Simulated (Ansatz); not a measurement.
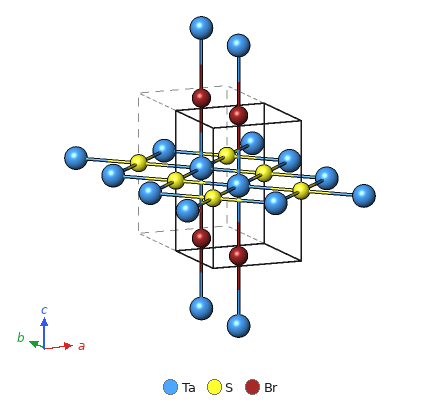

TaSBr (space group P4/mmm, No. 123). Coordinates: coordinates from a relaxation with Ansatz, DFT PBE, scalar-relativistic, plane waves, PAW; the starting structure was generated, so it need not be a known form of this composition.

Bonds are taken as Br–Ta below 2.9 Å and S–Ta below 2.8 Å. Simplification: prune 0- and 1-connected atoms, fold 2-connected ones into links.

> What kind of net remains, and which atoms are its nodes?

A binodal (4,6)-connected, three-periodic net: S is a 4-connected node; Ta is a 6-connected node, in the ratio 1:1. Br becomes part of the edges.

> Is the net interpenetrated?

It is a single net, without interpenetration.

> Give the point symbol of each node (shortest cycle at each angle).

S: 4⁴·6²; Ta: 4⁴·6¹⁰·8.
